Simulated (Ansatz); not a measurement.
**N2 (singlet): one geometry, many settings at distance N1–N2 = 1.349 Å**

Aim: run N2 (singlet) at one geometry under a spread of methods and options, and see what each costs and gives.

Computed with Ansatz 0.2.0, Gaussian basis. Level: the settings change from run to run.

23 further runs of the same task are left out: 15 that didn't finish, 8 set aside as unsound or not needed.

## (1) What is computed

The geometry derives from a PBE0/def2-TZVP stationary point (not a proven minimum). One bond is set to the value named and the two fragments are kept rigid.

2 atoms, charge 0, spin multiplicity 1.

Atoms are counted from 1 here; the program's logs count them from 0.

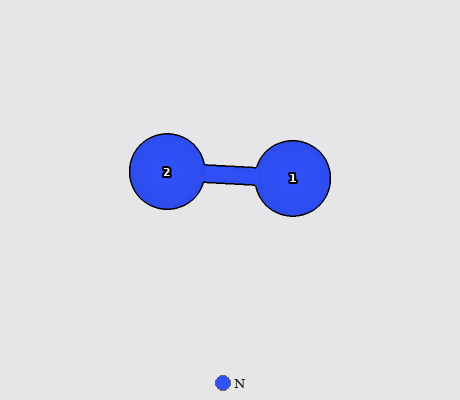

The geometry (nitrogen blue); atoms are numbered from 1 in the order of the file.

## (2) MP2 on RHF/x2c-TZVPPall

Input file in.yaml:

```yaml
crystal:
  periodic: [false, false, false]
  atoms:
    - {symbol: N, position_ang: [0.000000, 0.000000, 0.000000]}
    - {symbol: N, position_ang: [0.000000, 0.000000, 1.349000]}
basis:
  gaussian: {orbitals: x2c-TZVPPall}
magnetization: {spin_polarized: false}
correlation: {method: mp2, electrons: valence}
output: {forces: true}
```

The run is started by

```bash
> ansatz run in.yaml --threads 1 --pin off --events-out ev --progress --plain --max-ram 2393MiB
```

What it wrote:

```text
Functional definition: HF
  name "HF"
  cite "Fock, Z. Phys. 61, 126 (1930) doi:10.1007/BF01340294"
  parent pbe
  exchange = exact_x
  correlation = 0
395 factors; integrals over basis functions are off by at most 6.6e-4 eV
mean field evaluation 1: about -2962.7427 eV, gradient 9.7e0 eV
mean field evaluation 2: about -2962.7478 eV, gradient 9.7e0 eV
mean field evaluation 4: about -2963.0752 eV, gradient 9.3e-1 eV
mean field evaluation 8: about -2963.0781 eV, gradient 3.9e-4 eV
mean field -2963.07811787 eV, -108.8911123854 hartree, gradient 4.9e-6 eV, S^2 0.000000; 0 other end points of the search recorded, 0 dependent functions left out; unrestricted orbitals would lower it
mean field evaluation 16: about -2964.6118 eV, gradient 1.6e0 eV
unrestricted determinant -2964.63985875 eV, -108.9485053041 hartree, S^2 1.2485
2 core orbitals not correlated: weight in the atoms' cores, before any rotation towards them, 1.000 or more for the frozen orbitals, at most 0.000 for the correlated occupied ones
reference -2963.07811787 eV, -108.8911123854 hartree; 5, 5 occupied and 55, 55 virtual orbitals, 395 factors
second order -12.53554593 eV of doubles, -0.00000000 eV of singles
the calculation of the forces begins
Total energy: -2975.61366380 eV, -109.3517852013 hartree
Relativity: scalar
Atom 0 at     0.000000     0.000000     0.000000 Å, force     0.000000    -0.000000    10.615764 eV/Å
Atom 1 at     0.000000     0.000000     1.349000 Å, force    -0.000000     0.000000   -10.615764 eV/Å
Dipole moment:    -0.000000     0.000000    -0.000000 e Å
```

Run time: 0.54 s. Hardware: 1 thread of Arm Neoverse V1, shared host.

## (3) BCCD(T) on UHF/6-31G

Input file in.yaml:

```yaml
crystal:
  periodic: [false, false, false]
  atoms:
    - {symbol: N, position_ang: [0.000000, 0.000000, 0.000000]}
    - {symbol: N, position_ang: [0.000000, 0.000000, 1.349000]}
basis:
  gaussian: {orbitals: 6-31G}
magnetization: {spin_polarized: true, initial_magnetization: 0}
correlation: {method: bccd_t, electrons: outside_noble_gas}
accuracy: high
scf: {lower_state_search: off}
output: {forces: true}
```

Same command.

What it wrote, shortened:

```text
Functional definition: HF
  name "HF"
  cite "Fock, Z. Phys. 61, 126 (1930) doi:10.1007/BF01340294"
  parent pbe
[...]
415 factors; integrals over basis functions are off by at most 2.3e-9 eV
[...]
mean field -2960.63628893 eV, -108.8013768267 hartree, gradient 3.0e-8 eV, S^2 1.281957; 2 other end points of the search recorded, 0 dependent functions left out
2 core orbitals not correlated: weight in the atoms' cores, before any rotation towards them, 1.000 or more for the frozen orbitals, at most 0.000 for the correlated occupied ones
reference -2960.63628893 eV, -108.8013768267 hartree; 5, 5 occupied and 11, 11 virtual orbitals, 415 factors
second order -3.99251434 eV of doubles, -0.00000000 eV of singles
cycle   1  -4.37088767 eV  change   -3.8e-1 eV  update   1.3e-1
[...]
cycle  29  -6.01540007 eV  change  -6.1e-10 eV  update   1.2e-9
perturbative correction -0.49234397 eV, -0.0180933073 hartree
[...]
Total energy: -2967.14403297 eV, -109.0405320093 hartree
Atom 0 at     0.000000     0.000000     0.000000 Å, force    -0.000000    -0.000000    11.946215 eV/Å
Atom 1 at     0.000000     0.000000     1.349000 Å, force     0.000000     0.000000   -11.946215 eV/Å
Dipole moment:     0.000000    -0.000000     0.000000 e Å
Checks for a lower state left out: starts, cluster_reference, orbital_swaps, neighbouring_geometries, increment
```

Wall time 0.96 s (1 thread of Arm Neoverse V1, shared host).

From the report: ⟨S²⟩ of the determinant 1.282 (pure singlet: 0.00); correlation -6.5077 eV; largest double amplitude 0.17. The determinant is far from a pure spin state, so its energy mixes those of several spin states (harmless only where they are near-degenerate, as at dissociation).

## (4) MP2 on UHF/6-31G

Input file in.yaml:

```yaml
crystal:
  periodic: [false, false, false]
  atoms:
    - {symbol: N, position_ang: [0.000000, 0.000000, 0.000000]}
    - {symbol: N, position_ang: [0.000000, 0.000000, 1.349000]}
basis:
  gaussian: {orbitals: 6-31G, fitting: {mean_field: def2-universal-jkfit}}
magnetization: {spin_polarized: true, initial_magnetization: 0}
correlation: {method: mp2, electrons: outside_noble_gas}
scf: {lower_state_search: light}
```

The command is unchanged.

What it wrote:

```text
Functional definition: HF
  name "HF"
  cite "Fock, Z. Phys. 61, 126 (1930) doi:10.1007/BF01340294"
  parent pbe
  exchange = exact_x
  correlation = 0
154 factors; integrals over basis functions are off by at most 4.0e-3 eV
mean field evaluation 1: about -2958.7365 eV, gradient 5.5e0 eV
mean field evaluation 2: about -2958.8964 eV, gradient 1.4e0 eV
mean field evaluation 4: about -2958.9093 eV, gradient 3.5e-2 eV
mean field evaluation 8: about -2959.0745 eV, gradient 1.1e0 eV
mean field evaluation 16: about -2959.3833 eV, gradient 6.8e-3 eV
mean field evaluation 32: about -2960.6341 eV, gradient 2.4e-1 eV
mean field -2960.63536273 eV, -108.8013427895 hartree, gradient 2.6e-6 eV, S^2 1.282030; 6 other end points of the search recorded, 0 dependent functions left out
2 core orbitals not correlated: weight in the atoms' cores, before any rotation towards them, 1.000 or more for the frozen orbitals, at most 0.000 for the correlated occupied ones
reference -2960.63536273 eV, -108.8013427895 hartree; 5, 5 occupied and 11, 11 virtual orbitals, 154 factors
second order -3.99236742 eV of doubles, -0.00000000 eV of singles
Total energy: -2964.62773014 eV, -108.9480595859 hartree
```

Run time: 0.12 s. Hardware: 1 thread of Arm Neoverse V1, shared host.

From the report: ⟨S²⟩ of the determinant 1.282 (pure singlet: 0.00). The determinant is far from a pure spin state, so its energy mixes those of several spin states (harmless only where they are near-degenerate, as at dissociation).

## (5) CCSDT(Q)/B on RHF/6-31G

Input file in.yaml:

```yaml
crystal:
  periodic: [false, false, false]
  atoms:
    - {symbol: N, position_ang: [0.000000, 0.000000, 0.000000]}
    - {symbol: N, position_ang: [0.000000, 0.000000, 1.349000]}
basis:
  gaussian: {orbitals: 6-31G}
magnetization: {spin_polarized: false}
correlation: {method: ccsdt_q_b, electrons: valence}
```

The command is unchanged.

What it wrote, shortened:

```text
Functional definition: HF
  name "HF"
  cite "Fock, Z. Phys. 61, 126 (1930) doi:10.1007/BF01340294"
  parent pbe
[...]
405 factors; integrals over basis functions are off by at most 3.0e-8 eV
[...]
mean field -2958.91059401 eV, -108.7379587081 hartree, gradient 3.4e-6 eV, S^2 0.000000; 0 other end points of the search recorded, 0 dependent functions left out; unrestricted orbitals would lower it
[...]
unrestricted determinant -2960.63628888 eV, -108.8013768251 hartree, S^2 1.2820
2 core orbitals not correlated: weight in the atoms' cores, before any rotation towards them, 1.000 or more for the frozen orbitals, at most 0.000 for the correlated occupied ones
reference -2958.91059401 eV, -108.7379587081 hartree; 5, 5 occupied and 11, 11 virtual orbitals, 405 factors
second order -9.12042116 eV of doubles, -0.00000000 eV of singles
cycle   1  -6.66645213 eV  change     2.5e0 eV  update   2.0e-1
[...]
cycle  14  -8.19097395 eV  change   -5.2e-7 eV  update   3.6e-7
perturbative correction -0.16388510 eV, -0.0060226662 hartree
Total energy: -2967.26545306 eV, -109.0449941150 hartree
```

Run time: 0.9 s. Hardware: 1 thread of Arm Neoverse V1, shared host.

From the report: correlation -8.3549 eV; T1 0.016; largest double amplitude 0.18.

## (6) CCSD(T) on RHF/x2c-TZVPPall

in.yaml, as its differences from that of step 5:

```diff
@@ -6,4 +6,4 @@
 basis:
-  gaussian: {orbitals: 6-31G}
+  gaussian: {orbitals: x2c-TZVPPall}
 magnetization: {spin_polarized: false}
-correlation: {method: ccsdt_q_b, electrons: valence}
+correlation: {method: ccsd_t, electrons: outside_noble_gas}
```

The command is unchanged.

What it wrote, shortened:

```text
Functional definition: HF
  name "HF"
  cite "Fock, Z. Phys. 61, 126 (1930) doi:10.1007/BF01340294"
  parent pbe
[...]
395 factors; integrals over basis functions are off by at most 6.6e-4 eV
[...]
mean field -2963.07811787 eV, -108.8911123854 hartree, gradient 4.9e-6 eV, S^2 0.000000; 0 other end points of the search recorded, 0 dependent functions left out; unrestricted orbitals would lower it
[...]
unrestricted determinant -2964.63985876 eV, -108.9485053042 hartree, S^2 1.2485
2 core orbitals not correlated: weight in the atoms' cores, before any rotation towards them, 1.000 or more for the frozen orbitals, at most 0.000 for the correlated occupied ones
reference -2963.07811787 eV, -108.8911123854 hartree; 5, 5 occupied and 55, 55 virtual orbitals, 395 factors
second order -12.53554593 eV of doubles, -0.00000000 eV of singles
cycle   1  -10.36650627 eV  change     2.2e0 eV  update   1.8e-1
[...]
cycle  10  -11.56013829 eV  change   -9.2e-6 eV  update   2.1e-6
perturbative correction -0.82866625 eV, -0.0304529230 hartree
WARN: the results are in doubt because among natural orbitals full CI differs from the method by -0.153 eV
Total energy: -2975.46692241 eV, -109.3463925548 hartree
Relativity: scalar
In doubt: among natural orbitals full CI differs from the method by -0.153 eV
```

Run time: 1.2 s. Hardware: 1 thread of Arm Neoverse V1, shared host.

From the report: correlation -12.3888 eV; T1 0.022; largest double amplitude 0.15. The program marks this result as in doubt; its last lines say why.

## (7) NEVPT4(SD)(4,4)/cc-pVDZ

Input file in.yaml:

```yaml
crystal:
  periodic: [false, false, false]
  atoms:
    - {symbol: N, position_ang: [0.000000, 0.000000, 0.000000]}
    - {symbol: N, position_ang: [0.000000, 0.000000, 1.349000]}
basis:
  gaussian: {orbitals: cc-pVDZ}
correlation: {method: fic_nevpt4_sd, electrons: outside_noble_gas, active_space: {window: {electrons: 4, orbitals: 4}, states: [{multiplicity: 1, weights: [0.5, 1, 1, 1]}]}}
```

The command is unchanged.

What it wrote, shortened:

```text
Functional definition: HF
  name "HF"
  cite "Fock, Z. Phys. 61, 126 (1930) doi:10.1007/BF01340294"
  parent pbe
[...]
481 factors; integrals over basis functions are off by at most 1.3e-7 eV
[...]
mean field -2960.71745270 eV, -108.8043595405 hartree, gradient 1.1e-6 eV, S^2 0.000000; 0 other end points of the search recorded, 0 dependent functions left out; unrestricted orbitals would lower it
reference -2960.71745270 eV, -108.8043595405 hartree; 7, 7 occupied and 21, 21 virtual orbitals, 481 factors
state -2964.34670871 eV, -108.9377322387 hartree
state -2957.89611537 eV, -108.7006773060 hartree
state -2956.82934883 eV, -108.6614743585 hartree
state -2956.82934883 eV, -108.6614743585 hartree
state -2964.34670871 eV, -108.9377322387 hartree; corrected -2971.36211651 eV, -109.1955437202 hartree
state -2957.89611537 eV, -108.7006773060 hartree; corrected -2964.86878685 eV, -108.9569182565 hartree
state -2956.82934883 eV, -108.6614743585 hartree; corrected -2964.24010844 eV, -108.9338147510 hartree
state -2956.82934883 eV, -108.6614743585 hartree; corrected -2964.24010844 eV, -108.9338147510 hartree
Total energy: -2965.43716057 eV, -108.9778056053 hartree
```

Run time: 0.39 s. Hardware: 1 thread of Arm Neoverse V1, shared host.

From the report: 12 determinants; active occupations (of the averaged states) 1.52, 1.52, 0.48, 0.48.

## (8) The runs in one table

Where basis and cores are those of an earlier FCI/6-31G run (-2967.2457 eV), and the state is the same kind, the miss against it is given. † marks a result that the program doubts.

```
                                           level         correlated  functions  energy (eV)  from FCI (meV)    time
                         MP2 on RHF/x2c-TZVPPall            valence         62   -2975.6137                  0.54 s
                            BCCD(T) on UHF/6-31G  outside noble gas         18   -2967.1440           101.6  0.96 s
                                MP2 on UHF/6-31G  outside noble gas         18   -2964.6277          2617.9  0.12 s
                         CCSDT(Q)/B on RHF/6-31G            valence         18   -2967.2655           -19.8   0.9 s
                   CCSD(T) on RHF/x2c-TZVPPall †  outside noble gas         62   -2975.4669                   1.2 s
NEVPT4(SD)(4,4)/cc-pVDZ (mean of several states)  outside noble gas         28   -2965.4372                  0.39 s
```

## (9) What came out

| quantity | value |
| --- | --- |
| runs | 6 |
| quickest | MP2 on UHF/6-31G, 0.12 s |
| slowest | CCSD(T) on RHF/x2c-TZVPPall †, 1.2 s |

**Reading.** Total energies in different bases, with other cores or another treatment of relativity can't be set against each other. CCSD(T) on RHF/x2c-TZVPPall † took 10 times as long as MP2 on UHF/6-31G; the jobs differ in more than the method. Among the correlated runs with a miss given, it spans -20 to +2618 meV.
